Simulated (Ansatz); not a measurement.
# MoS2: how the settings move a single-point run

Question: which choices in the input matter for MoS2?

Method: reference: DFT, LDA, PAW with Ansatz's default frozen-core files, scalar-relativistic; levels and slopes on a fine mesh, independent-particle optical spectra, in Ansatz 0.2.0.

**1. The system as given**

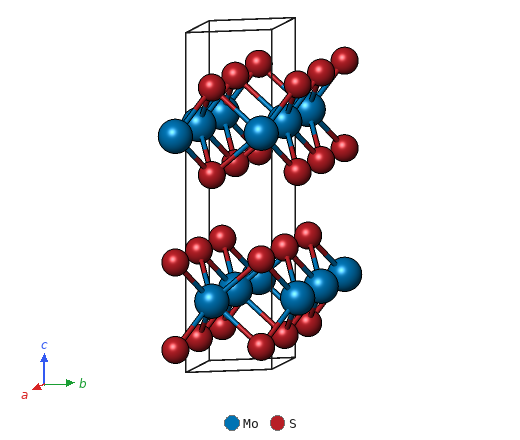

The starting structure, seen slightly off an axis (molybdenum blue, sulfur red). 3×2×1 cells are drawn.

As a file:

```cif
data_structure
_symmetry_space_group_name_H-M 'P 1'
_symmetry_Int_Tables_number 1
_cell_length_a 3.1222
_cell_length_b 3.1222
_cell_length_c 12.0749
_cell_angle_alpha 90.000
_cell_angle_beta 90.000
_cell_angle_gamma 120.000
_cell_volume 101.94
loop_
_atom_site_label
_atom_site_type_symbol
_atom_site_fract_x
_atom_site_fract_y
_atom_site_fract_z
_atom_site_occupancy
Mo1 Mo 0.33333 0.66667 0.25000 1
Mo2 Mo 0.66667 0.33333 0.75000 1
S1 S 0.33333 0.66667 0.62128 1
S2 S 0.66667 0.33333 0.12128 1
S3 S 0.33333 0.66667 0.87872 1
S4 S 0.66667 0.33333 0.37872 1
```

**2. Reference**

input.yaml reads:

```yaml
crystal:
  lattice:
    - [3.12219126287, 0.0, 0.0]
    - [-1.56109563143, 2.70389694912, 0.0]
    - [0.0, 0.0, 12.0749351227]
  atoms:
    - { symbol: Mo, position: [0.333333333333, 0.666666666667, 0.25] }
    - { symbol: Mo, position: [0.666666666667, 0.333333333333, 0.75] }
    - { symbol: S, position: [0.333333333333, 0.666666666667, 0.621283081595] }
    - { symbol: S, position: [0.666666666667, 0.333333333333, 0.121283081595] }
    - { symbol: S, position: [0.333333333333, 0.666666666667, 0.878716918405] }
    - { symbol: S, position: [0.666666666667, 0.333333333333, 0.378716918405] }
kpoints:
  mp_grid: { grid: [8, 8, 2] }
scf:
  occupations: { method: fixed }
hamiltonian:
  xc: lda
  pseudopotentials: { kind: paw }
output:
  forces: true
  stress: true
  eigenvalues: true
  eigenstates:
    nscf_kmesh: { grid: [10, 10, 4] }
    de_dk: true
    e_range: [-9, 10.758620573]
  optics:
    e_range: [0, 25]
    de: 0.2
    sigma: 0.25
    bands: { spectra_wanted_up_to: 25 }
    nscf_kmesh: { grid: [10, 10, 4] }
checkpoint:
  write: ck
  write_wavefunctions: false
```

On the command line:

```sh
> ansatz run input.yaml --threads 2 --pin off --max-ram 6144MiB --backend cpu --events-out ev --progress --plain --runs-dir out
```

From the output:

```text
[...]
Basis set: ecut = 420 eV, 1997 PW (Γ)
[...]
k-points: 20 of 128
[...]
SCF iter   1: F=—  HF=-13169.776827 eV  |F-HF|=—  |Δ(HF+E_count)|=         —  Δρ=7.72e-3  dr2=2.68e-2  ethr=1.77e-3  ⟨swp⟩=5.0  Hψ=2335  notcnv=0  defer=60
preconditioner: auto → Resta (q_TF=auto, 2.439 Å⁻¹)  ε∞=8.8  [insulator: Δε(μ)=0.823 eV  Ē_g=7.914 eV  n_scr=26 (ndim 8)  ℏωp=22.1 eV  f_vac=0.010  ε∞_Penn≈8.8]
SCF iter   2: F=—  HF=-13169.778071 eV  |F-HF|=—  |Δ(HF+E_count)|=   1.24e-3  Δρ=4.27e-3  dr2=6.26e-3  ethr=5.15e-5  ⟨swp⟩=2.2  Hψ=1193  notcnv=0  defer=78
[...]
SCF iter   9: F=—  HF=-13169.778408 eV  |F-HF|=—  |Δ(HF+E_count)|=  1.60e-10  Δρ=1.42e-7  dr2=2.52e-11  ethr=1.00e-12  ⟨swp⟩=2.1  Hψ=899  notcnv=0  defer=26
SCF iter  10: F=-13169.778408 eV  HF=-13169.778408 eV  |F-HF|=1.82e-12  |Δ(HF+E_count)|=  1.82e-12  Δρ=2.26e-8  dr2=6.23e-13  ethr=1.00e-12  ⟨swp⟩=10.8  Hψ=3526  notcnv=0
[...]
SCF converged after 10 iterations
Free energy (F): -13169.778408 eV
[...]
E sigma→0 (E₀):  -13169.778408 eV
Fermi energy:    11.550032 eV
[...]
  P = ⅓ Tr σ = 0.0006 GPa (0.006 kbar)
[...]
```

Run time: 78 s. Hardware: 2 threads of Intel Xeon Platinum 8488C (Sapphire Rapids), shared host; peak memory 1.4 GiB.

**3. Changed: mp_grid.shift [0.5, 0.5, 0.5]**

input.yaml, as its differences from that of step 2:

```diff
@@ -13,3 +13,3 @@
 kpoints:
-  mp_grid: { grid: [8, 8, 2] }
+  mp_grid: { grid: [8, 8, 2], shift: [0.5, 0.5, 0.5] }
 scf:
```

On the command line:

```sh
> ansatz run input.yaml --threads 2 --pin off --max-ram 6144MiB --backend cpu --events-out ev --progress --plain --runs-dir out
```

Log:

```text
Warning: crystal.symmetry: narrowed to the stabiliser of the k-point mesh — unitary ops 24 → 8; excluded 16 operations that carry a point of the 8×8×2 mesh (shift [0.5, 0.5, 0.5]) off the mesh (the run samples exactly the mesh kpoints.mp_grid names, as under crystal.symmetry.detect: false, and its converged state has the mesh's symmetry, not the crystal's; ε∞, the Born charges and the force constants of a linear response (`dielectric:` by the response, `phonons.method: dfpt`) are averaged over those of the crystal's operations that the state keeps within a tolerance, where `mesh_tensors`, `unaveraged_element` or `gamma_mean_max_change_ev_ang2` stands beside them; a row that `dielectric.field_direction` solves alone is averaged likewise, with nothing beside; a Γ-centred mesh of equal divisions is mapped onto itself by every operation and keeps the whole group, as does a half-shifted one under kpoints.further_shifts: images)
Engine: ansatz 0.2.0
Pseudopotentials: kind: paw
Pseudopotential: Mo, paw, valence charge 14, recommended cutoff 420 eV (normal), Mo.paw.azcp
Pseudopotential: S, paw, valence charge 6, recommended cutoff 420 eV (normal), S.paw.azcp
Functional definition: SPW92
  exchange = slater_x
  correlation = pw_c
Crystal: 6 atoms, lattice volume = 101.938 Å³
Basis set: ecut = 420 eV, 1997 PW (Γ)
Bands: 32, of which v1, the nominal top of the filled ones, is band 26 counted from 1 (25 counted from 0)
Symmetry: 8 space group operations
k-points: 20 of 128
Non-local potential: Mo, projectors of the file, l = 0: 3, l = 1: 2, l = 2: 2, l = 3: 1
Non-local potential: S, projectors of the file, l = 0: 2, l = 1: 2, l = 2: 2
PAW form: soft (Blöchl's): semilocal exchange-correlation on the pseudo side does not see the compensation charge
PAW frozen core: Mo, regenerated for the run's functional, and the local potential with it (the file was generated under x = pbe(κ = 0.804, μ = 0.2195149727645171), c = pbe(β = 0.06672455060314922))
PAW frozen core: S, regenerated for the run's functional, and the local potential with it (the file was generated under x = pbe(κ = 0.804, μ = 0.2195149727645171), c = pbe(β = 0.06672455060314922))
PAW one-centre angular grid: Mo, 590 points (default); XC on 64 Gauss nodes
PAW one-centre angular grid: S, 110 points (default); XC on 64 Gauss nodes
Initial density: superposition of atomic densities (neutral atoms: chi_scale 0, normalization atom), corrected by the library's trained network
Initial wavefunctions: pseudopotential atomic-orbital guess
Functional: x = slater, c = lda
SCF iter   1: F=—  HF=-13169.778085 eV  |F-HF|=—  |Δ(HF+E_count)|=         —  Δρ=7.74e-3  dr2=2.71e-2  ethr=1.77e-3  ⟨swp⟩=5.0  Hψ=2344  notcnv=0  defer=71
preconditioner: auto → Resta (q_TF=auto, 2.439 Å⁻¹)  ε∞=8.8  [insulator: Δε(μ)=1.014 eV  Ē_g=7.917 eV  n_scr=26 (ndim 8)  ℏωp=22.1 eV  f_vac=0.010  ε∞_Penn≈8.8]
SCF iter   2: F=—  HF=-13169.779283 eV  |F-HF|=—  |Δ(HF+E_count)|=   1.20e-3  Δρ=4.28e-3  dr2=6.30e-3  ethr=5.21e-5  ⟨swp⟩=2.1  Hψ=1162  notcnv=0  defer=80
SCF iter   3: F=—  HF=-13169.779692 eV  |F-HF|=—  |Δ(HF+E_count)|=   4.10e-4  Δρ=1.70e-3  dr2=1.81e-3  ethr=1.21e-5  ⟨swp⟩=2.3  Hψ=858  notcnv=0  defer=80
SCF iter   4: F=—  HF=-13169.779619 eV  |F-HF|=—  |Δ(HF+E_count)|=   7.38e-5  Δρ=2.17e-4  dr2=1.41e-4  ethr=3.48e-6  ⟨swp⟩=2.0  Hψ=852  notcnv=0  defer=80
SCF iter   5: F=—  HF=-13169.779604 eV  |F-HF|=—  |Δ(HF+E_count)|=   1.51e-5  Δρ=5.70e-5  dr2=3.67e-6  ethr=2.71e-7  ⟨swp⟩=2.0  Hψ=864  notcnv=0  defer=33
SCF iter   6: F=—  HF=-13169.779605 eV  |F-HF|=—  |Δ(HF+E_count)|=   9.04e-7  Δρ=1.62e-5  dr2=3.07e-7  ethr=7.05e-9  ⟨swp⟩=2.3  Hψ=931  notcnv=0  defer=33
SCF iter   7: F=—  HF=-13169.779605 eV  |F-HF|=—  |Δ(HF+E_count)|=   3.72e-8  Δρ=2.66e-6  dr2=8.77e-9  ethr=5.90e-10  ⟨swp⟩=2.5  Hψ=1038  notcnv=0  defer=33
SCF iter   8: F=—  HF=-13169.779605 eV  |F-HF|=—  |Δ(HF+E_count)|=   2.35e-9  Δρ=5.32e-7  dr2=2.87e-10  ethr=1.69e-11  ⟨swp⟩=2.0  Hψ=873  notcnv=0  defer=33
SCF iter   9: F=—  HF=-13169.779605 eV  |F-HF|=—  |Δ(HF+E_count)|=  1.29e-10  Δρ=1.35e-7  dr2=2.28e-11  ethr=1.00e-12  ⟨swp⟩=2.1  Hψ=935  notcnv=0  defer=33
SCF iter  10: F=-13169.779605 eV  HF=-13169.779605 eV  |F-HF|=1.82e-12  |Δ(HF+E_count)|=  5.46e-12  Δρ=2.05e-8  dr2=5.26e-13  ethr=1.00e-12  ⟨swp⟩=11.8  Hψ=3628  notcnv=0
SCF 1 converged in 10 iterations: F = -13169.779605 eV  dr2 = 5.26e-13
NSCF: frozen V_eff on 93 k-points
Optics k sum: 0 of 93 k-points
[...]
NSCF: frozen V_eff on 1 k-points
NSCF: frozen V_eff on 1 k-points
NSCF: frozen V_eff on 93 k-points
output.optics: what the bands over the 93 summed would add to eps1, eps2 and the energy-loss function is held between a lower and an upper bound (9 Lanczos steps). eps1, eps2 and their loss function (loss_summed_bands) are given on every row as the summed bands alone make them. Along an axis, on a row where the two bounds hold the loss function to about 1 % of the greater of itself and 0.5 % of |1/eps|, its cell (loss_completed) is given, with the completed eps1 and eps2 that it is formed of (a cell that is left empty reads nan in the table and null in the record). The two bounds hold it so along every axis on all 126 rows up to 25.000 eV. The run works to bound the rows up to 25.000 eV and no higher ones: a peak of the loss function over that energy may be left empty with no warning. To have the run work for it, set output.optics.bands.spectra_wanted_up_to to a higher energy. perfect_screening_sum, loss_f_sum_n_eff and, beside carriers, perfect_screening_limit are those of loss_summed_bands: over the bounded function the two sums would run over rows that are not all bounded, and lack what the bands left out lay past the top of the energy grid. Bounded is said of the bands left out alone, which are those that the basis at basis.ecutwfc holds: it says nothing of that cutoff, of the k-point mesh, of what the sum inside its cells errs by (eps2_relative_error), of the factors of all_electron_strengths, nor of how far the SCF is converged. The bands left out are taken at the k-points, and what their mean over the points' cells stands off that by is in neither bound: the run's estimate of it, which the test of a row counts in, is 0.29 % of |eps| at the most among the values given; where the mean stood off by over 0.5 % the points' spread read 0.1 to 3 times that
SCF converged after 10 iterations
Free energy (F): -13169.779605 eV
Harris-Foulkes:  -13169.779605 eV  (|F-HF|=1.82e-12)
Internal energy: -13169.779605 eV  (E = F + TS)
E sigma→0 (E₀):  -13169.779605 eV
Fermi energy:    11.369347 eV
--- Per-component energies (eV) ---
  E_band       = -283.715109
  E_kinetic    = 1319.578670
  E_local      = -3797.904509  (includes V_loc(G=0)·N_el)
  E_nonlocal   = 412.827972
  E_hartree    = 1455.895808
  E_xc         = -753.985769
  E_vxc        = -813.604003  (∫ρ·V_xc dr)
  E_paw        = -8453.776528  (= ΣΔE_a)
  E_vpaw       = -316.404902  (= ΣTr[D̂ρ^β])
  E_aug_tail   = 0.000047  (compensation charges beyond the density's cutoff)
  E_ewald      = -3353.973717
  E_core_change = 1.558423  (= ΣΔE_core)
  E_smearing   = -0.000000  (= −TS)
  E_closure    = 0.000000  (closes the sum)
  Σ components = -13169.779605   (vs F -13169.779605, Δ=0.00e0)
--- Forces (eV/Å), atoms counted from 1 ---
  atom   1  Mo     0.00025886    -0.00014945     0.00000000
  atom   2  Mo    -0.00025886     0.00014945     0.00000000
  atom   3  S      0.00014929    -0.00008619     0.00159000
  atom   4  S     -0.00014929     0.00008619     0.00159000
  atom   5  S      0.00014929    -0.00008619    -0.00159000
  atom   6  S     -0.00014929     0.00008619    -0.00159000
  max |Σ_I F_I| component: 0.00e0 eV/Å
--- Stress (GPa, compression-positive) ---
       -0.004174      -0.000571       0.000000
       -0.000571      -0.004834       0.000000
        0.000000       0.000000      -0.015271
  P = ⅓ Tr σ = -0.0081 GPa (-0.081 kbar)
--- Band table (eV; the first three rows and the last of 20) ---
  k-point 0: bands = ["-49.8429", "-49.8429", "-24.0941", "-24.0940", "-23.8674", "-23.8674", "-23.8269", "-23.8269", "-3.4686", "-3.2381", "-2.2373", "-1.8648", "4.6341", "5.4485", "7.6736", "7.7494", "7.7670", "8.3187", "8.3328", "8.5919", "8.9549", "9.0068", "9.4971", "9.8908", "10.8109", "11.1423", "13.4556", "13.4648", "13.5887", "13.6980", "13.7113", "13.8297"]
  k-point 1: bands = ["-49.8276", "-49.8276", "-24.0644", "-24.0643", "-24.0105", "-24.0105", "-23.8637", "-23.8637", "-2.8928", "-2.6777", "-1.9685", "-1.6633", "5.1172", "5.7856", "6.8419", "6.9337", "7.2403", "7.5793", "8.1654", "8.2588", "8.8308", "8.8682", "9.4887", "9.8702", "10.2041", "10.2135", "12.7358", "13.2035", "13.2762", "13.4492", "13.7299", "13.8956"]
  k-point 2: bands = ["-49.8094", "-49.8094", "-24.1753", "-24.1753", "-24.0292", "-24.0291", "-23.9067", "-23.9067", "-2.0821", "-1.9185", "-1.5931", "-1.4032", "5.0764", "5.3874", "6.0625", "6.2649", "6.6862", "7.1218", "7.6466", "7.7635", "8.9935", "9.1235", "9.2803", "9.3909", "9.8736", "9.9456", "12.7739", "13.1657", "13.2819", "13.5479", "14.1397", "14.6599"]
  k-point 19: bands = ["-49.8009", "-49.8009", "-24.2591", "-24.2591", "-24.0128", "-24.0128", "-23.9172", "-23.9172", "-1.6121", "-1.5151", "-1.3806", "-1.2896", "4.6792", "4.9479", "5.6524", "5.8196", "6.4098", "6.9199", "7.5500", "7.6181", "8.6939", "8.9550", "9.7658", "9.8945", "9.9300", "10.0822", "13.1635", "13.2221", "13.4623", "13.7704", "14.4236", "15.0705"]
--- Fermi surface from the table of eigenstates not read: on its mesh, or on one of the eight of every second point, the electrons fill whole bands (an insulator's do; a metal wants a denser output.eigenstates.nscf_kmesh) ---
```

Wall time 4.5 min (2 threads of Intel Xeon Platinum 8488C (Sapphire Rapids), shared host); peak memory 2.4 GiB.

Changing the k-point mesh moves the energy by -0.2 meV/atom, and the gap on the mesh goes from 0.83 to 1.02 eV. Sampling errors of the energy have no fixed sign. A gap read on a mesh depends on which points the mesh holds, and a coarse mesh shifts the density too.

**4. All runs together**

| run | ending | energy change | pressure (GPa) | gap (eV) | force (eV/Å) | cycles | time |
| --- | --- | --- | --- | --- | --- | --- | --- |
| reference | converged | 0 | 0.0 | 0.83 | 0.00 | - | 78 s |
| 1: mp_grid.shift [0.5, 0.5, 0.5] | converged | -0.2 meV/atom | 0.0 | 1.02 | 0.00 | 10 | 4.5 min |

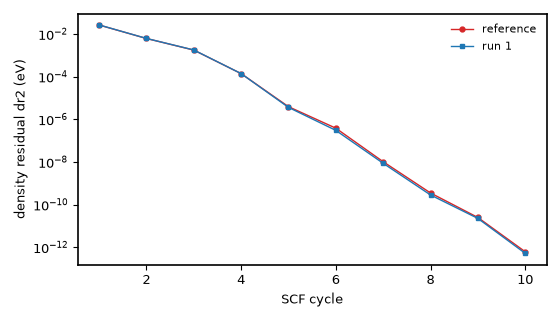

Residual by cycle in the longest SCF loop of each run; runs are numbered as in the table.

**Reading.** Changing the k-point mesh moves the energy by -0.2 meV/atom, and the gap on the mesh goes from 0.83 to 1.02 eV. Sampling errors of the energy have no fixed sign. A gap read on a mesh depends on which points the mesh holds, and a coarse mesh shifts the density too.

The gaps are Kohn-Sham values of a semilocal functional, not quasiparticle or optical gaps. Such gaps usually fall short of the measured ones.
